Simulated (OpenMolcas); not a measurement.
**Run report: Ho³⁺ complex, multiconfigurational calculation (part 2 of 2)**

The same run, continued: Ho³⁺ with 6 ligands (Cl; trigonal antiprism, 2.66 Å), neutralised by 6 outer point charges of +0.5 e, whose field is part of the energies. Method: state-averaged CASSCF, active space 10 electrons in the shell 4f, basis ANO-RCC-VDZP on the metal and ANO-RCC-VDZP on the ligands, DKH2 scalar Hamiltonian, spin-orbit coupling by RASSI with atomic mean-field integrals (OpenMolcas).

### Log (extracts), continued
```
--- RASSI ---
SPIN-FREE ENERGIES:
  (Shifted by EMIN (a.u.) =     -15371.7948420752)

 SF State       Relative EMIN(au)   Rel lowest level(eV)    D:o, cm**(-1)

     1             0.0000000000        0.0000000000              0.0000
     2             0.0002193078        0.0059676687             48.1325
     3             0.0002193078        0.0059676687             48.1325
     4             0.0003689612        0.0100399461             80.9776
     5             0.0004457521        0.0121295324             97.8313
     6             0.0004457530        0.0121295562             97.8315
     7             0.0011225845        0.0305470809            246.3788
     8             0.0011814857        0.0321498649            259.3061
     9             0.0011814857        0.0321498649            259.3061
    10             0.0012645461        0.0344100520            277.5358
    11             0.0013879621        0.0377683718            304.6225
    12             0.0015070021        0.0410076153            330.7487
    13             0.0015070021        0.0410076153            330.7487
    14             0.0804761884        2.1898686472          17662.4818
    15             0.0809488261        2.2027297732          17766.2138
    16             0.0812261363        2.2102757684          17827.0763
    17             0.0812261370        2.2102757869          17827.0765
    18             0.0813929725        2.2148156124          17863.6926
    19             0.0819368692        2.2296157967          17983.0642
    20             0.0819368692        2.2296157967          17983.0642
    21             0.0819881665        2.2310116671          17994.3226
    31             0.0966975592        2.6312746319          21222.6612
    32             0.0966975592        2.6312746319          21222.6612
    33             0.0967006095        2.6313576342          21223.3306
    34             0.0967006095        2.6313576342          21223.3306
    35             0.0967008951        2.6313654074          21223.3933
    36             0.0967051074        2.6314800285          21224.3178
    37             0.0967402883        2.6324373504          21232.0391
    38             0.0967402883        2.6324373504          21232.0391
    39             0.0967838862        2.6336237090          21241.6077
    40             0.0967896029        2.6337792703          21242.8624
    41             0.0968289827        2.6348508487          21251.5053
    42             0.0968289827        2.6348508487          21251.5053
    43             0.0968708681        2.6359906080          21260.6981
    44             0.0968708681        2.6359906080          21260.6981
    45             0.0968860460        2.6364036205          21264.0292
    46             0.1230920903        3.3495064120          27015.5911
    47             0.1231266432        3.3504466440          27023.1746
    48             0.1231266439        3.3504466632          27023.1748
    49             0.1232047753        3.3525727285          27040.3226
Eigenvalues of complex Hamiltonian:
   -----------------------------------
  (Shifted by EMIN (a.u.) =     -15371.7948420752)

 SO State       Relative EMIN(au)   Rel lowest level(eV)    D:o, cm**(-1)

     1            -0.0363765111        0.0000000000              0.0000
     2            -0.0363590962        0.0004738839              3.8221
     3            -0.0363590958        0.0004738957              3.8222
     4            -0.0362787121        0.0026612480             21.4644
     5            -0.0362787113        0.0026612678             21.4646
     6            -0.0362220049        0.0042043284             33.9102
     7            -0.0357233649        0.0177730142            143.3490
     8            -0.0357233649        0.0177730128            143.3490
     9            -0.0356743066        0.0191079581            154.1161
    10            -0.0356743065        0.0191079616            154.1161
    11            -0.0356442263        0.0199264842            160.7179
    12            -0.0356102628        0.0208506797            168.1721
    13            -0.0355329637        0.0229540950            185.1373
    14            -0.0354083694        0.0263444778            212.4825
    15            -0.0354083694        0.0263444771            212.4825
    16            -0.0353001298        0.0292898280            236.2384
    17            -0.0353001298        0.0292898278            236.2384
    18            -0.0126183701        0.6464919515           5214.3092
    19            -0.0126031107        0.6469071818           5217.6583
    20            -0.0126031102        0.6469071943           5217.6584
    21            -0.0125703561        0.6477984803           5224.8471
    22            -0.0125703556        0.6477984934           5224.8472
    23            -0.0125538561        0.6482474681           5228.4684
    24            -0.0123874326        0.6527760806           5264.9942
    25            -0.0123549127        0.6536609920           5272.1315
    26            -0.0123549126        0.6536609955           5272.1315
    27            -0.0122495055        0.6565292689           5295.2657
    28            -0.0122495054        0.6565292729           5295.2657
    29            -0.0120688284        0.6614457426           5334.9197
    30            -0.0120629699        0.6616051601           5336.2055
    31            -0.0118796712        0.6665929716           5376.4349
    32            -0.0118796712        0.6665929716           5376.4349
    33             0.0044327867        1.1104775658           8956.6056
    34             0.0044566272        1.1111262994           8961.8380
    35             0.0044566276        1.1111263083           8961.8381
    36             0.0045196637        1.1128416083           8975.6729
    37             0.0045196638        1.1128416128           8975.6729
    38             0.0045850598        1.1146211263           8990.0257
    39             0.0046611809        1.1166924876           9006.7323
    40             0.0047175568        1.1182265549           9019.1054
    41             0.0047175567        1.1182265523           9019.1054
Weights of the five most important spin-orbit-free states for each spin-orbit state.

 SO State  Total energy (au)           Spin-free states, spin, and weights
 -------------------------------------------------------------------------------------------------------
    1        -0.036377       1 2.0  0.2746    2 2.0  0.2241    3 2.0  0.2241    5 2.0  0.0964    6 2.0  0.0964
    2        -0.036359       2 2.0  0.2973    1 2.0  0.2522    4 2.0  0.1135    6 2.0  0.1043    5 2.0  0.0955
    3        -0.036359       3 2.0  0.2973    1 2.0  0.2522    4 2.0  0.1135    5 2.0  0.1043    6 2.0  0.0955
    4        -0.036279       5 2.0  0.2914    4 2.0  0.2198    3 2.0  0.1226    2 2.0  0.1158    1 2.0  0.1144
    5        -0.036279       6 2.0  0.2914    4 2.0  0.2198    2 2.0  0.1226    3 2.0  0.1158    1 2.0  0.1144
    6        -0.036222       4 2.0  0.2844    6 2.0  0.2357    5 2.0  0.2357    3 2.0  0.0854    2 2.0  0.0854
    7        -0.035723       9 2.0  0.2019    8 2.0  0.1572   13 2.0  0.1057    7 2.0  0.1050    1 2.0  0.0892
    8        -0.035723       8 2.0  0.2019    9 2.0  0.1572   12 2.0  0.1057    7 2.0  0.1050    1 2.0  0.0892
    9        -0.035674       9 2.0  0.2758    7 2.0  0.1666   11 2.0  0.1085    5 2.0  0.0838   13 2.0  0.0588
   10        -0.035674       8 2.0  0.2758    7 2.0  0.1666   11 2.0  0.1085    6 2.0  0.0838   12 2.0  0.0588
   11        -0.035644       7 2.0  0.2210    9 2.0  0.1891    8 2.0  0.1891   11 2.0  0.1074    2 2.0  0.0689
   12        -0.035610      13 2.0  0.1662   12 2.0  0.1662    8 2.0  0.1516    9 2.0  0.1516    2 2.0  0.0920
```

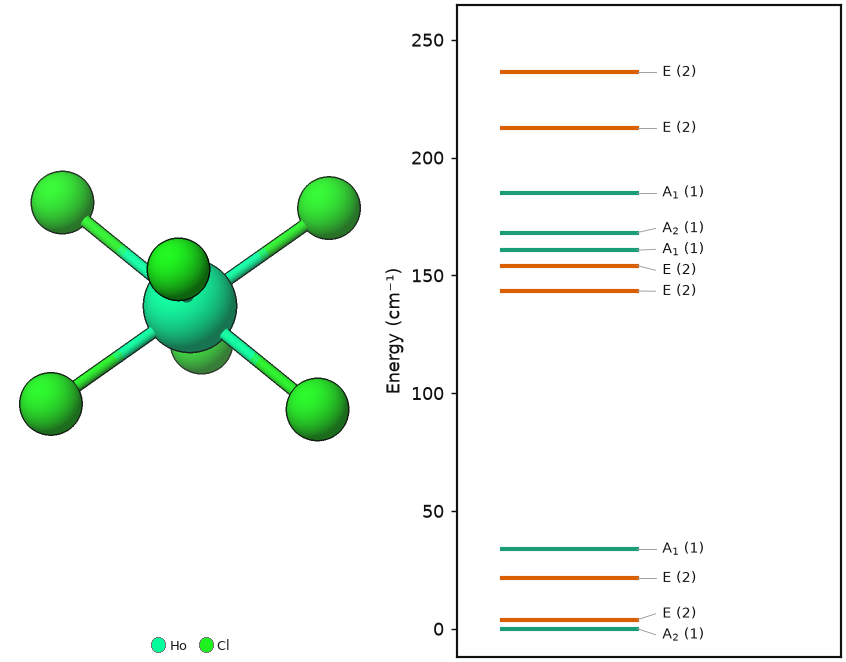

Fig. 1: Ho³⁺ (4f¹⁰) with 6 ligands, Cl⁻, at 2.66 Å (arrangement: trigonal antiprism, D3d), axial distortion 1.13, neutralised by outer point charges of +0.5 e, and its levels. Labels give the representation in O, Td, D4 or D3 as the site allows (double group for half-integer spin) where it could be assigned and, in brackets, the degeneracy; spin-free states, where drawn, share the zero of the spin-orbit levels. The ground level is A₂, non-degenerate, 94 % from states of spin multiplicity 5 (of the 210 states of multiplicity 3, 106 enter the spin-orbit step), effective J = 8.02, with |mJ| = 3 the largest share (94 %). The next level lies at 3.8 cm⁻¹ (E). The lowest J multiplet spreads over 236 cm⁻¹. The active orbitals hold 100 % metal character (Löwdin), and the Mulliken charge of the metal is +1.96.

### Input
```
&GATEWAY
Coord
7

Ho 0.0 0.0 0.0
Cl 0.000000 2.345390 1.254888
Cl -2.031168 -1.172695 1.254888
Cl 2.031168 -1.172695 1.254888
Cl 0.000000 -2.345390 -1.254888
Cl 2.031168 1.172695 -1.254888
Cl -2.031168 1.172695 -1.254888
Basis=Ho.ANO-RCC-VDZP,Cl.ANO-RCC-VDZP
Group=XYZ
NoMove
AngMom=0.0 0.0 0.0
AMFI
RICD
XField
3 Angstrom 0
0.000000 4.814222 2.575823 0.500000
4.169239 -2.407111 2.575823 0.500000
4.169239 2.407111 -2.575823 0.500000
&SEWARD
&RASSCF
FileOrb=start.orb
Symmetry=1
Spin=5
nActEl=10 0 0
Inactive=42 39
Ras2=0 7
CIRoot=35 35 1
SDav=35
CIMx=300
Iter=150 100
PrWF=0.3
OrbListing=Nothing
MaxOrb=0
LevShft=1.0
>>> COPY $Project.JobIph JOB001
&RASSCF
FileOrb=start.orb
Symmetry=1
Spin=3
nActEl=10 0 0
Inactive=42 39
Ras2=0 7
CIRoot=162 162 1
SDav=210
CIMx=300
Iter=150 100
PrWF=0.3
OrbListing=Nothing
MaxOrb=0
CIOnly
LevShft=1.0
>>> COPY $Project.JobIph JOB002
&RASSCF
FileOrb=start.orb
Symmetry=1
Spin=1
nActEl=10 0 0
Inactive=42 39
Ras2=0 7
CIRoot=162 162 1
SDav=196
CIMx=300
Iter=150 100
PrWF=0.3
OrbListing=Nothing
MaxOrb=0
CIOnly
LevShft=1.0
>>> COPY $Project.JobIph JOB003
&RASSI
NrOfJobIphs=3 30 106 31
1 2 3 4 5 6 7 8 9 10 11 12 13 14 15 16 17 18 19 20 21 22 23 24 25 26 27
28 29 30
1 2 3 4 5 6 7 8 9 10 11 12 13 14 15 16 17 18 19 20 21 22 23 24 25 26 27
28 29 30 31 32 33 34 35 36 37 38 39 40 41 42 43 44 45 46 47 48 49 50 51
52 53 54 55 56 57 58 59 60 61 62 63 64 65 66 67 68 69 70 71 72 73 74 75
76 77 78 79 80 81 82 83 84 85 86 87 88 89 90 91 92 93 94 95 96 97 98 99
100 101 102 103 104 105 106
1 2 3 4 5 6 7 8 9 10 11 12 13 14 15 16 17 18 19 20 21 22 23 24 25 26 27
28 29 30 31
IphNames
JOB001
JOB002
JOB003
EJob
SpinOrbit
DIPRint=1.0
SOCoupling=1000.0
Subsets=2
Property=9
'ANGMOM' 1 'ANGMOM' 2 'ANGMOM' 3 'MLTPL  1' 1 'MLTPL  1' 2 'MLTPL  1' 3
'AMFI' 1 'AMFI' 2 'AMFI' 3
SOProperty=3
'ANGMOM' 1 'ANGMOM' 2 'ANGMOM' 3
```

The file start.orb holds starting orbitals from an earlier step. A driver script formed the levels outside the program, from RASSI's spin-orbit matrix and the active-space energies, averaged over the components of each term or state.

Command:
```bash
OMP_NUM_THREADS=1 MOLCAS_MEM=2457 MOLCAS_PROJECT=a pymolcas a.inp > a.log  # once for each step of the input, in one work folder
```

### Key numbers

- outcome: converged
- energy of the lowest spin-free term: −15371.79484 hartree
- energy of the lowest spin-orbit level: −15371.83122 hartree
- largest spread among components of a term: 0.1 cm⁻¹
- hardware: 1 thread of Arm Neoverse V1, 24 GiB of memory available, shared host
- wall time: 2.1 min
- peak memory: 0.6 GiB

### Remarks

Without dynamic correlation the splittings between terms come out too large, often by 20 to 50 %. Caveats: high states of lower spin left out of the spin-orbit mixing; distances are set from ionic radii, not optimised; spin-free states above about 45,000 cm⁻¹ are left out of the spin-orbit step.
